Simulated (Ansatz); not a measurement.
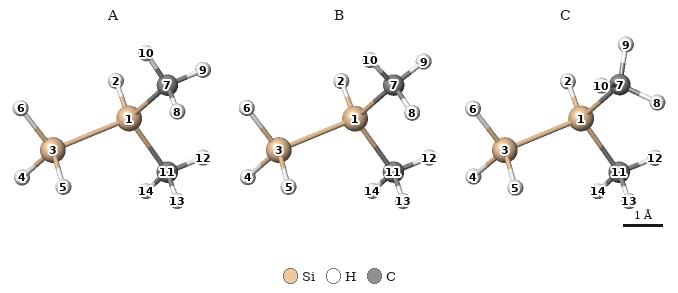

3 geometries from a converged minimum-energy path of C₂H₁₀Si₂, shuffled. The picture is a ball-and-stick view, seen from a free direction.

All numbers below come from RKS r2SCAN-D4/6-31G* in Ansatz. Run with 9 movable images; climbing image; force threshold 0.05 eV/Å; iteration limit 58; starting path through a guess of the saddle point.

Q: Which of them lies highest in energy?

A: C. In order along the path, whose images run from 0 to 10: C (image 6, +0.067 eV), B (image 9, +0.010 eV), A (image 10, 0.000 eV). No bond forms or breaks between the ends.
